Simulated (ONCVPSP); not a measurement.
# Ne: pseudopotential generation

Neon (Ne, Z = 10), core [He], reference valence 2s2 2p4 (an ion of charge +2), valence charge 8. Computed at this level: ONCV potential, BLYP, scalar-relativistic, made with ONCVPSP 4.0.1.

### Input
```
# ATOM AND REFERENCE CONFIGURATION
# atsym  z   nc   nv     iexc    psfile
  Ne 10.00    1    2  -106131      upf
#
#   n    l    f
    1    0    2.00
    2    0    2.00
    2    1    4.00
#
# PSEUDOPOTENTIAL AND OPTIMIZATION
# lmax
    1
#
#   l,   rc,      ep,       ncon, nbas, qcut
    0    0.60    0.00    4    7    9.50
    1    1.10    0.00    3    6   10.80
#
# LOCAL POTENTIAL
# lloc, lpopt,  rc(5),   dvloc0
    4    5    0.55    0.00
#
# VANDERBILT-KLEINMAN-BYLANDER PROJECTORs
# l, nproj, debl
    0    1    3.50
    1    1    2.50
#
# MODEL CORE CHARGE
# icmod, fcfact, rcfact
    1    0.20    0.00
#
# LOG DERIVATIVE ANALYSIS
# epsh1, epsh2, depsh
   -4.00    5.00    0.02
#
# OUTPUT GRID
# rlmax, drl
    6.00    0.01
#
# TEST CONFIGURATIONS
# ncnf
    4
# nvcnf
#   n    l    f
    2
    2    0    2.00
    2    1    6.00
#
    2
    2    0    2.00
    2    1    5.00
#
    2
    2    0    2.00
    2    1    3.00
#
    2
    2    0    2.00
    2    1    5.50
#
```

Hardware: 1 CPU thread, shared host.

Command:
```bash
oncvpsp.x < Ne.dat > Ne.out
```

### The program's output (extracts)
```
ONCVPSP  (Optimized Norm-Conservinng Vanderbilt PSeudopotential)
scalar-relativistic version 4.0.1

#   n    l    f        energy (Ha)
    1    0    2.00    -3.2428801E+01
    2    0    2.00    -2.8662311E+00
    2    1    4.00    -2.0160593E+00

Reference configufation results
  iterations    23
  all-electron total energy (Ha)   -1.26702568D+02

Begin loop to  construct optimized pseudo wave functions
and semi-local pseudopoentials for all angular momenta

Calculating optimized projector #   1

 for l=   0

    Fraction of norm inside rc  0.281241
    Optimizing pswf for qcut=   9.52 a_B^-1,  ecut=  45.27 Ha
    Residual kinetic energy error=  1.75D-02 Ha

    Energy error per electron        Cutoff
         Ha          eV             Ha
         0.01000     0.27211       52.15
         0.00100     0.02721      249.94
         0.00010     0.00272      323.85
         0.00001     0.00027      373.34

Calculating optimized projector #   1

 for l=   1

    Fraction of norm inside rc  0.792198
    Optimizing pswf for qcut=  10.82 a_B^-1,  ecut=  58.51 Ha
    Residual kinetic energy error=  3.59D-05 Ha

    Energy error per electron        Cutoff
         Ha          eV             Ha
         0.01000     0.27211       39.36
         0.00100     0.02721       47.94
         0.00010     0.00272       54.89
         0.00001     0.00027      104.48

Construct Vanderbilt / Kleinmman-Bylander projectors

Model core correction analysis
  based on d2Exc/dn_idn_j

d2excae - all-electron derivatives

   -6.255768D-02   -5.605570D-02
   -5.605795D-02   -5.852577D-02

d2excps - pseudofunction derivatives with no core correction

   -6.041014D-02   -5.999315D-02
   -5.999420D-02   -6.125313D-02

rms 2nd derivative error    3.280548E-03

Polynomial model core charge

d2excps - pseudofunction derivatives with core correction

   -5.961016D-02   -5.923320D-02
   -5.923446D-02   -6.031201D-02

rms 2nd derivative error    2.831310E-03

Pseudoatom total energy  -32.291533

Diagnostic tests using Vanderbilt-Kleinman-Bylander pseudopotentials
  1 or more projectors used as specified by nproj input data

   l    rcore       rmatch      e in        delta e   norm test  slope test

   0   0.6031116   0.6214234  -2.8662311  -0.0000624   1.0000022   0.9998518

   1   1.1035545   1.1370608  -2.0160593  -0.0000696   0.9999876   0.9999714

 Testing for bound ghosts
   n   l    E NL Schr. Eq   E Basis Diag.   E Cutoff

   1   0       -2.866293       -2.742441    342.59

   2   1       -2.016129       -2.014879     81.27

 Testing for highly-localized positive-energy ghosts
       l    <radius>/rc     E Basis Diag.   E Cutoff

Test configuration 0

   n   l     f        eae           eps        diff
   1   0  2.0000  -32.42880070
   2   0  2.0000   -2.86623107   -2.86629346   -6.24D-05
   2   1  4.0000   -2.01605927   -2.01612884   -6.96D-05

    Total energies and differences
      AE_ref= -1.26702568D+02  AE_tst= -1.26702568D+02  dif=  0.00D+00
      PS_ref= -3.22915334D+01  PS_tst= -3.22915334D+01  dif= -3.55D-14
      PSP excitation error=  3.55D-14

Test configuration 1

   n   l     f        eae           eps        diff
   1   0  2.0000  -30.56677033
   2   0  2.0000   -1.33347743   -1.32724431    6.23D-03
   2   1  6.0000   -0.49087668   -0.49220125   -1.32D-03

    Total energies and differences
      AE_ref= -1.26702568D+02  AE_tst= -1.29120335D+02  dif= -2.42D+00
      PS_ref= -3.22915334D+01  PS_tst= -3.47139041D+01  dif= -2.42D+00
      PSP excitation error=  4.60D-03

Test configuration 2

   n   l     f        eae           eps        diff
   1   0  2.0000  -31.39742311
   2   0  2.0000   -2.04009672   -2.03750098    2.60D-03
   2   1  5.0000   -1.18686191   -1.18982787   -2.97D-03

    Total energies and differences
      AE_ref= -1.26702568D+02  AE_tst= -1.28293634D+02  dif= -1.59D+00
      PS_ref= -3.22915334D+01  PS_tst= -3.38848123D+01  dif= -1.59D+00
      PSP excitation error=  2.21D-03

Test configuration 3

   n   l     f        eae           eps        diff
   1   0  2.0000  -33.64570329
   2   0  2.0000   -3.79347619   -3.79179695    1.68D-03
   2   1  3.0000   -2.96270779   -2.94958605    1.31D-02

    Total energies and differences
      AE_ref= -1.26702568D+02  AE_tst= -1.24222640D+02  dif=  2.48D+00
      PS_ref= -3.22915334D+01  PS_tst= -2.98168784D+01  dif=  2.47D+00
      PSP excitation error=  5.27D-03

Test configuration 4

   n   l     f        eae           eps        diff
   1   0  2.0000  -30.95553208
   2   0  2.0000   -1.67012142   -1.66565431    4.47D-03
   2   1  5.5000   -0.82073753   -0.82314744   -2.41D-03

    Total energies and differences
      AE_ref= -1.26702568D+02  AE_tst= -1.28794063D+02  dif= -2.09D+00
      PS_ref= -3.22915334D+01  PS_tst= -3.43866569D+01  dif= -2.10D+00
      PSP excitation error=  3.63D-03
```

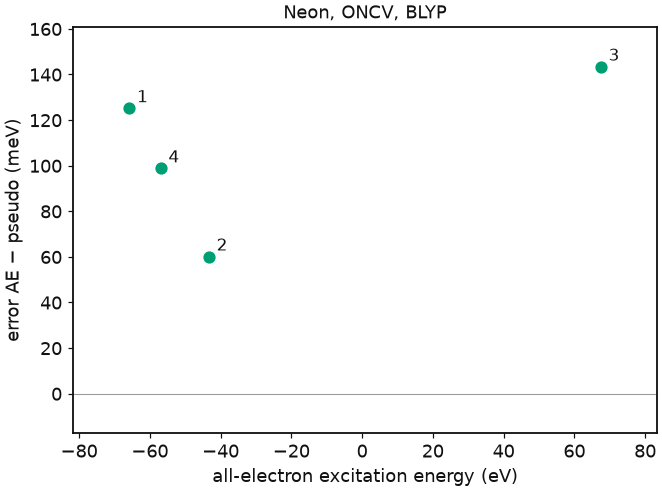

Errors, all-electron minus pseudo, of the energies of valence configurations relative to the unpolarised reference 2s2 2p4. Points: 1 = 2s2 2p6; 2 = 2s2 2p5; 3 = 2s2 2p3; 4 = 2s2 2p5.5.

- Worst configuration: 2s2 2p3 (charge +3): the error is +143 meV on an all-electron energy of +67.48 eV relative to the reference, or 0.21 %.
- Configurations within 10 meV and within 50 meV: 0 and 0 of 4.
- Errors in meV: 2s2 2p6: +125; 2s2 2p5: +60; 2s2 2p3: +143; 2s2 2p5.5: +99.

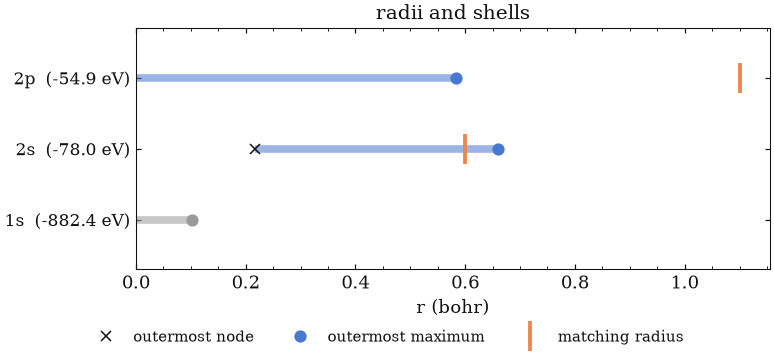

Outer shells of the all-electron reference atom: each bar runs from the outermost node (or the nucleus) to the outermost maximum of u(r); the tick is the radius chosen for the pseudo-wave. Shells without a tick have no pseudo-wave of their own. Levels, nodes and maxima are from ld1.x, scalar-relativistic.

- Radii against the shells: 2s: 0.60 bohr, between node and maximum; 2p: 1.10 bohr, outside the maximum.

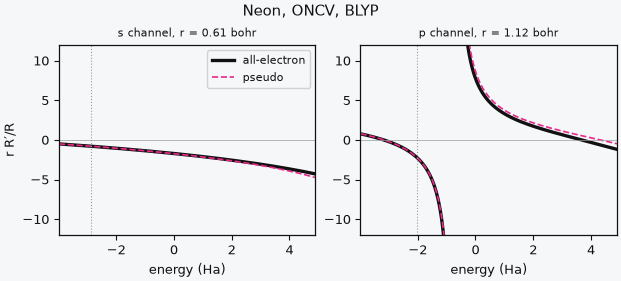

Logarithmic derivatives r R′/R at the test radius against energy, all-electron atom (solid) and pseudo-atom (dashed). Here R(r) is the radial function. The dotted line marks the reference energy of the channel. Not drawn: d: not judged; f: not judged.

- Ghost states: the plot shows none: pseudo and all-electron curves have the same branches in all channels drawn. The separate test gives: no bound ghost flagged; no localised positive-energy state flagged.
- Poles, where the radial function vanishes at the test radius: s: all-electron at no energy in the range, pseudo at no energy in the range; p: all-electron at -0.7 Ha, pseudo at -0.7 Ha.
- Zeros of the logarithmic derivative: s: all-electron nowhere, pseudo nowhere; p: all-electron -3.2 and 3.7 Ha, pseudo -3.2 and 4.3 Ha.

### Key numbers

- outcome: generated
- cutoffs needed: 250 Ha and 324 Ha (the cutoffs at which the residual kinetic energy of the hardest occupied pseudo-wave falls to 1 and 0.1 mHa per electron)
- ghost test: no bound ghost flagged; no localised positive-energy state flagged
- largest excitation error: +143 meV (all-electron minus pseudo) for 2s2 2p3, out of 4 test configurations
- rms error of d²Exc/dni dnj: 3.28 mHa without and 2.83 mHa with the model core
- range over which the phases arctan(r R′/R) at the test radius agree within 0.05 rad (a looser test near the poles than one of phase shifts): s: over the whole range computed; p: up to about 1.4 Ha; d: not judged, local potential alone; f: not judged, local potential alone
- wall time: 1.8 s
